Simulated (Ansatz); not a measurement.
## A computed series for AlV2C: pressure series

Consider AlV₂C (space group P6_3/mmc, No. 194; a = 2.905 Å, c = 13.134 Å).

Cell and atoms are relaxed at each pressure.

Method: PBE (Ansatz, a program for electronic structure, PAW, scalar-relativistic without spin-orbit coupling), earlier PAW set.

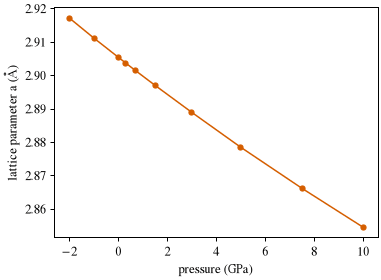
Figure. Lattice parameter a against pressure

```
pressure (GPa)  lattice parameter a
--------------  -------------------
-2                          2.917 Å
-1                          2.911 Å
0.3                         2.904 Å
0.7                         2.901 Å
1.5                         2.897 Å
3                           2.889 Å
5                           2.879 Å
7.5                         2.866 Å
10                          2.855 Å
```

Load acts through the strain it causes; cell and atoms are relaxed under it. Stability against distortions was not tested. Competing high-pressure phases were not computed. Starting moments died away, wholly or in part, for the base; another magnetic solution may exist. All final runs are without spin polarisation.
